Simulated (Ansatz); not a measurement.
Consider MgO in the rock salt structure (space group Fm-3m, No. 225; a = 4.254 Å).

Modification: a hydrostatic pressure of 50 GPa.

The values are results of Ansatz (an electronic-structure program), PBE, PAW, cutoff 420 eV, no spin-orbit coupling, not measurements.

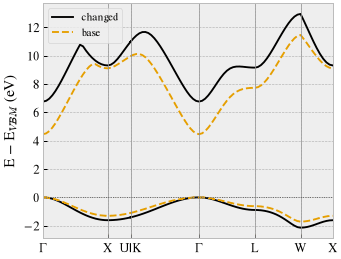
Fig. 1. Highest valence and lowest conduction band along the path, each from its own valence-band maximum

Task: From the figure, how large is the changed gap, and is it direct?

Result: About 6.8 eV, direct at Γ.

Load acts through the strain it causes; cell and atoms are relaxed under it. No phonon test of stability was made. No other phases were tried under pressure.
